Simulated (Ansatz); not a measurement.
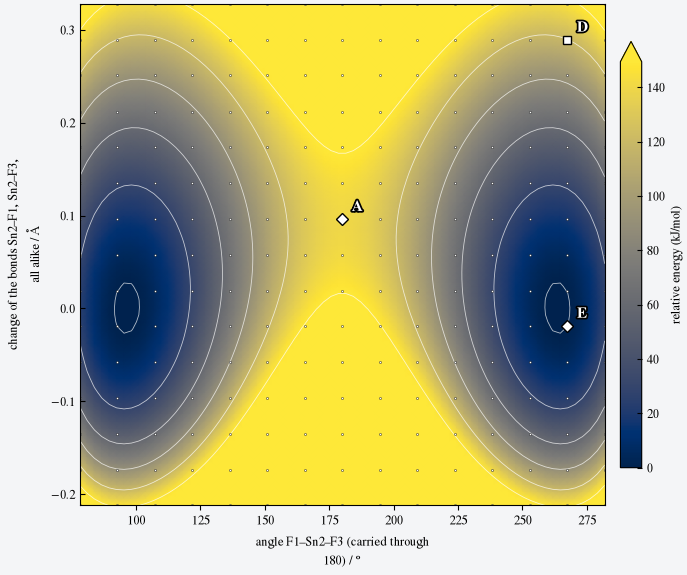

F2Sn, SMILES [F][Sn][F]. The first coordinate is: angle F1–Sn2–F3 (carried through 180); the second: change of the bonds Sn2–F1, Sn2–F3, all alike. Nothing is relaxed (all other coordinates rigid). Grid: 15 × 15 points; 120 points were computed and 105 follow by symmetry. Points are written as (first, second). Energies: kJ/mol, counted from the lowest grid point. The restricted reference is unstable at some or all points, so the energies there are unreliable. The calculation used Ansatz, RHF-MP2, frozen core/def2-TZVP.

The picture shows a smooth colour map with a few white contour lines, dots at the grid points, one colour for all values above the top of the scale, lettered points. Between grid points the surface is interpolated.

**What kind of point is each of A, D, E: minimum, saddle, maximum or slope?**

A: saddle point; D: on a slope; E: minimum. (In these two coordinates alone; a stationary point may lie a little off the grid point.)

**Rank the lettered points by energy, lowest first.**

E (0 kJ/mol), D (120 kJ/mol), A (140 kJ/mol).
